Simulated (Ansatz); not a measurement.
# Sn3Bi (Fm-3m): relaxations under a series of pressures, by script

How does Sn3Bi (Fm-3m) give way under pressure? A script is to give relaxations under a series of pressures; the system is Sn3Bi (Fm-3m).

Computed with Ansatz 0.2.0, driven from Python. Level of theory: DFT PBEsol+D3(BJ) with three-body term, plane waves, PAW.

### Step 1. The structure

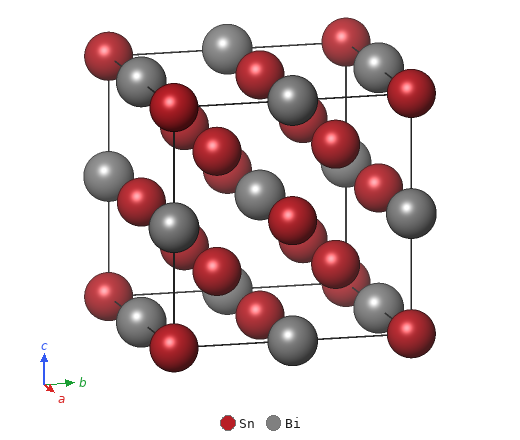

The structure that the script starts from, seen slightly off an axis (tin red, bismuth grey). The cell is the conventional one. Atoms on cell faces are repeated.

No structure file is read: the coordinates are typed or built in the script.

### Step 2. Script

Contents of sn3bi_compress.py:

```python
# -*- coding: utf-8 -*-
'''Volume and enthalpy of Sn3Bi against pressure.'''

import warnings

import ansatz as az
import numpy as np
import pandas as pd

def edges_and_angles(cell):
    cell = np.asarray(cell)
    a, b, c = np.linalg.norm(cell, axis=1)
    cosines = cell[1] @ cell[2] / (b * c), cell[0] @ cell[2] / (a * c), cell[0] @ cell[1] / (a * b)
    return (a, b, c, *np.degrees(np.arccos(cosines)))

warnings.simplefilter('ignore', az.DeckWarning)

crystal = (
    az.Lattice.of((0.0, 3.849017, 3.849017), (3.849017, 0.0, 3.849017), (3.849017, 3.849017, 0.0))
    .atom('Sn', (0.0, 0.0, 0.0))
    .atom('Sn', (0.25, 0.25, 0.25))
    .atom('Sn', (0.75, 0.75, 0.75))
    .atom('Bi', (0.5, 0.5, 0.5))
)

calculation = (
    crystal.calculation()
    .functional('pbesol', dispersion='d3bjatm')
    .kpoints(5, 5, 5)
    .occupations(az.OccupationsMethod.FERMI_DIRAC, width=0.1)
)

# H = F + PV, with 1 GPa A^3 = 1/160.21766 eV
rows = []
for pressure in [0, 2, 4, 6, 8]:
    res = calculation.relax(cell=True, pressure=pressure).run(threads=1, pin='off')
    cell = res.lattice.cell_ang
    n_atoms = len(res.lattice.sites)
    volume = abs(np.linalg.det(cell)) / n_atoms
    enthalpy = res.report['free_energy_ev'] / n_atoms + pressure * volume / 160.21766
    rows.append((pressure, volume, enthalpy, *edges_and_angles(cell)))
    print(f'{pressure} GPa done: {volume:.4f} A^3/atom')

table = pd.DataFrame(rows, columns=['P_GPa', 'V_A3_atom', 'H_eV_atom', 'a', 'b', 'c', 'alpha', 'beta', 'gamma'])
print(table.round(4).to_string(index=False))
p, v = np.array([row[0] for row in rows], float), np.array([row[1] for row in rows])
print('mean bulk modulus between rows (GPa):', np.round(-np.diff(p) / np.diff(np.log(v)), 1))
```

### Step 3. The calls as engine input

The package turns the script's settings into the engine's input (first run):

```yaml
crystal:
  lattice:
    - [0.0, 3.849017, 3.849017]
    - [3.849017, 0.0, 3.849017]
    - [3.849017, 3.849017, 0.0]
  atoms:
    - { symbol: Sn, position: [0.0, 0.0, 0.0] }
    - { symbol: Sn, position: [0.25, 0.25, 0.25] }
    - { symbol: Sn, position: [0.75, 0.75, 0.75] }
    - { symbol: Bi, position: [0.5, 0.5, 0.5] }
kpoints:
  mp_grid:
    grid: [5, 5, 5]
hamiltonian:
  xc: pbesol
  dispersion: d3bjatm
scf:
  occupations:
    method: fermi_dirac
    width: 0.1
relax:
  cell:
    p_target: 0.0
```

### Step 4. Launch

Started as:

```
python sn3bi_compress.py
```

Standard output:

```text
0 GPa done: 26.2915 A^3/atom
2 GPa done: 25.4891 A^3/atom
4 GPa done: 24.7969 A^3/atom
6 GPa done: 24.2048 A^3/atom
8 GPa done: 23.6806 A^3/atom
 P_GPa  V_A3_atom  H_eV_atom      a      b      c  alpha  beta  gamma
     0    26.2915 -7523.1805 5.2982 5.2982 5.2982   60.0  60.0   60.0
     2    25.4891 -7522.8576 5.2438 5.2438 5.2438   60.0  60.0   60.0
     4    24.7969 -7522.5439 5.1959 5.1959 5.1959   60.0  60.0   60.0
     6    24.2048 -7522.2382 5.1542 5.1542 5.1542   60.0  60.0   60.0
     8    23.6806 -7521.9394 5.1167 5.1167 5.1167   60.0  60.0   60.0
mean bulk modulus between rows (GPa): [64.5 72.6 82.8 91.3]
```

Run time: 64 s. Hardware: 1 thread of Arm Neoverse V1, shared host; peak memory 0.53 GiB.

### Step 5. The engine's runs

From the records of these 5 runs:

```tsv
run	pressure asked (GPa)	energy from run 1 (meV/atom)	final volume (Å³/atom)	pressure (GPa)	SCF cycles in all	CPU time (s)
1	0	0.00	26.29	-0.01	24	11
2	2	4.75	25.49	1.97	25	12
3	4	17.48	24.80	3.99	24	11
4	6	35.82	24.20	5.99	24	12
5	8	58.65	23.68	8.00	32	16
```

Energies are free energies F = E - TS of the smeared occupations. 

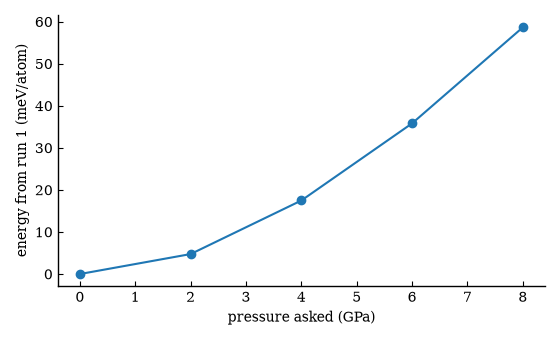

Energy against pressure asked; lines join the points.

### Step 6. Path of the relaxation of run 1

Step by step:

| step | E - E(step 1) (eV/cell) | largest force component (eV/Å) | pressure (GPa) | volume (Å³) |
| --- | --- | --- | --- | --- |
| 1 | 0.0000 | 0.0000 | -3.96 | 114.05 |
| 2 | -0.1118 | 0.0000 | 1.36 | 102.88 |
| 3 | -0.1204 | 0.0000 | -0.21 | 105.53 |
| 4 | -0.1207 | 0.0000 | -0.01 | 105.17 |
| 5 | -0.1189 | 0.0000 | -0.01 | 105.17 |

Step 1 is the start. Step 5 repeats the geometry before it on a plane-wave basis chosen anew for that cell, so its energy need not be comparable with the rows above.

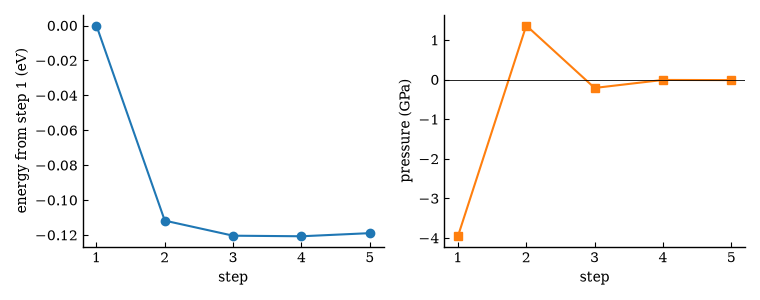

Energy and pressure along the relaxation.

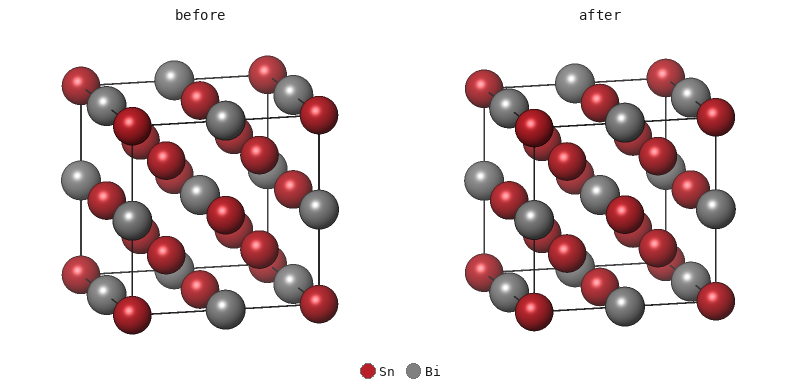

The structure before (left) and after (right) the relaxation, drawn at the same scale.

Lengths and angles in the start's conventional setting:

«Before» is this run's own start.

|  | before | after | change |
| --- | --- | --- | --- |
| a (Å) | 7.698 | 7.493 | -2.7 % |
| b (Å) | 7.698 | 7.493 | -2.7 % |
| c (Å) | 7.698 | 7.493 | -2.7 % |
| volume (Å³/atom) | 28.51 | 26.29 | -7.8 % |
| shortest distance (Å) | 3.333 | 3.244 | -2.7 % |
| space group (0.01 Å) | Fm-3m | Fm-3m | same |

Forces and stress were held to the start's 48 operations: a distortion of lower symmetry was not tested.

### Step 7. The relaxation of run 5, step by step

Relaxation path:

```
step  energy from step 1 (eV/cell)  largest force component (eV/Å)  pressure (GPa)  volume (Å³)
   1                        0.0000                          0.0000           -3.96       114.05
   2                       -0.0240                          0.0000            4.83        98.17
   3                        0.1794                          0.0000            9.34        93.47
   4                        0.1096                          0.0000            7.96        94.77
   5                        0.1131                          0.0000            7.95        94.77
   6                        0.1156                          0.0000            8.00        94.72
   7                        0.1157                          0.0000            8.00        94.72
```

Step 1 is the start. Steps 5, 7 each repeat the geometry before them on a plane-wave basis chosen anew, so the energy can jump there without any move.

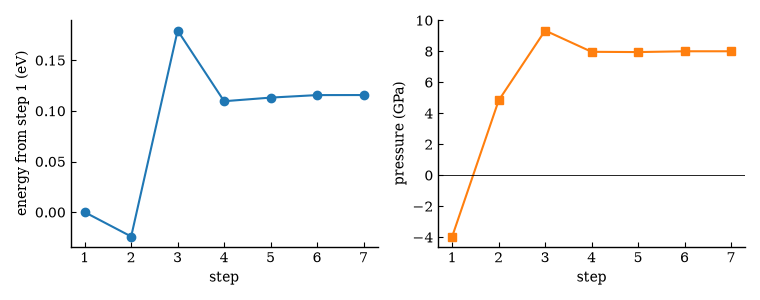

Energy and pressure along the relaxation.

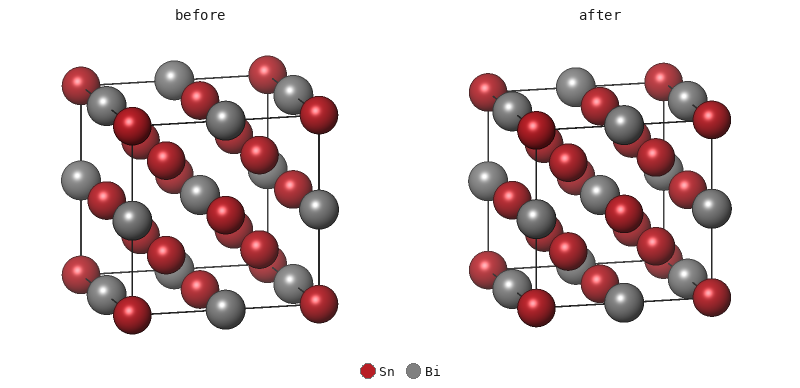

Before and after, at one scale.

Lengths and angles in the start's conventional setting:

«Before» is this run's own start.

|  | before | after | change |
| --- | --- | --- | --- |
| a (Å) | 7.698 | 7.236 | -6.0 % |
| b (Å) | 7.698 | 7.236 | -6.0 % |
| c (Å) | 7.698 | 7.236 | -6.0 % |
| volume (Å³/atom) | 28.51 | 23.68 | -16.9 % |
| shortest distance (Å) | 3.333 | 3.133 | -6.0 % |
| space group (0.01 Å) | Fm-3m | Fm-3m | same |

Forces and stress were held to the start's 48 operations: a distortion of lower symmetry was not tested.

Under a set pressure the enthalpy E + pV is minimised, so E itself may rise.

### Step 8. What came out

```
                                   quantity             value
bulk modulus between neighbouring pressures  64.5 to 91.3 GPa
                              runs compared                 5
                            range of energy    58.65 meV/atom
```

**Reading.** The crystal stiffens as it is compressed. The volume falls from 26.29 Å³ an atom at 0 GPa to 23.68 at 8 GPa, by 9.9 %. Between 0 and 2 GPa, -V dP/dV is about 65 GPa, a mean over that step. In run 1, the volume shrank by 7.8 % over 3 moves, and the space group stayed Fm-3m. In run 5, the volume shrank by 16.9 % over 4 moves under the 8 GPa asked, and the space group stayed Fm-3m. What to keep in mind:
- At a fixed pressure a relaxation lowers the enthalpy F + PV, while F alone can rise.
- The mesh is modest for a metal, so energies can be off by several to tens of meV an atom and pressures by half a GPa or more; differences at equal mesh fare better.
- Edges and angles that the script prints are those of the cell as typed, here a primitive one.
- Spin-orbit coupling, which matters for elements this heavy, is left out.
- The structure comes from a database of computed cells and needn't be a stable or known phase.
- Symmetry holds the cell in this phase, so another phase that may be stable under pressure is not reached.
